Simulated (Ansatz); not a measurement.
## Electronic structure of AlH$_{3}$···CH$_{4}$ in real space

The calculation's input:

```
crystal:
  periodic: [false, false, false]
  atoms:
    - { symbol: Al, position_ang: [-0.060925, -0.470546, -0.537663] }
    - { symbol: C, position_ang: [-0.037095, -0.248448, 2.618484] }
    - { symbol: H, position_ang: [-1.027763, -0.262772, 3.09186] }
    - { symbol: H, position_ang: [0.722605, -0.618641, 3.320421] }
    - { symbol: H, position_ang: [0.21498, 0.782996, 2.329317] }
    - { symbol: H, position_ang: [1.345976, 0.172686, -0.901083] }
    - { symbol: H, position_ang: [-1.41162, 0.323862, -0.807414] }
    - { symbol: H, position_ang: [-0.11947, -1.888259, 0.129033] }
    - { symbol: H, position_ang: [-0.054889, -0.934577, 1.742744] }
basis:
  gaussian: { orbitals: def2-SVP }
hamiltonian:
  xc: r2scan
relax:
  f_tol: 0.03
  max_steps: 50
output:
  orbitals: {}
```

Command:

```sh
ansatz run input.yaml --threads 1 --pin off --max-ram 2048MiB --backend cpu --events-out ev --progress --plain --runs-dir out
```

The fields are those of the run's last geometry, not of the input's.

These are results of Ansatz 0.2.0, RKS r2SCAN/def2-SVP, not measurements.

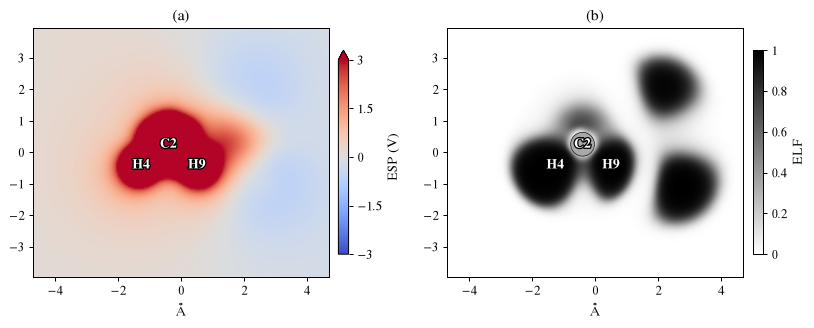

Figure 1. (a) electrostatic potential; (b) electron localisation function on the plane of atoms H4, C2 and H9. Grey discs cover the atomic cores in the ELF map.

Q: What do the fields say about this system?

A: The plane passes through C and H nuclei.
C–H (1.10 Å): the ELF climbs to about 1 towards the hydrogen, as it does in any bond to H: a covalent bond by its length.
Outside the dense part of the complex the potential is most negative (−0.6 V) near H8, which lies off the plane.

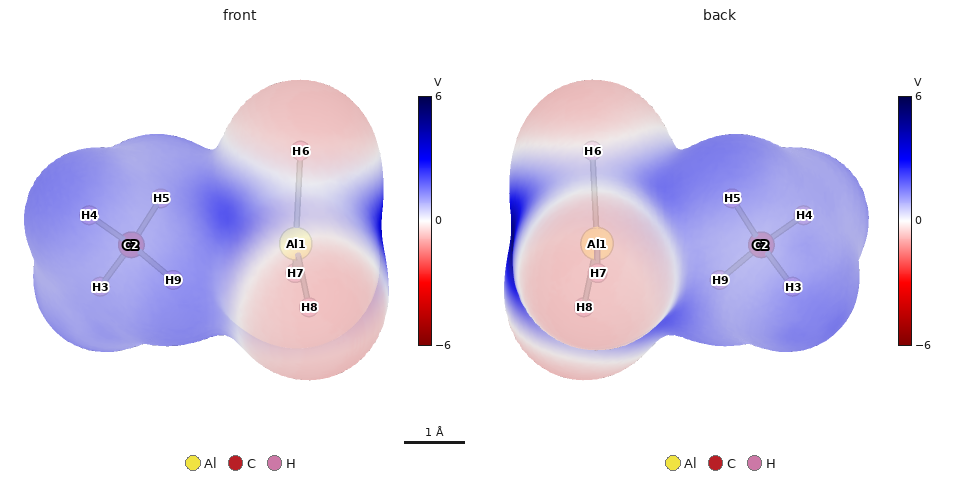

Figure 2. The electrostatic potential painted on the density surface at 0.004 e/bohr³, seen from the front and from behind; the colour scale runs from red (negative) to blue (positive).

Q: Which sites attract a positive test charge, and which a negative one?

A: A positive charge is drawn to the negative regions and a negative charge to the positive ones. The most negative region (about −0.6 V) lies over H6, H7 and H8, the most positive (about +4.9 V) over Al1.

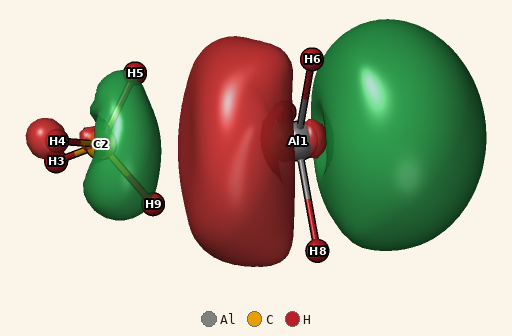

Figure 3. The LUMO at ±0.1 Å⁻³ᐟ² (green and red are the two phases), seen across its widest extent.

Q: Where does this orbital lie, and at what energy?

A: Its weight (Hirshfeld) is mainly on Al1 (about 65 %) and C2 (about 10 %). Its energy is −1.11 eV.
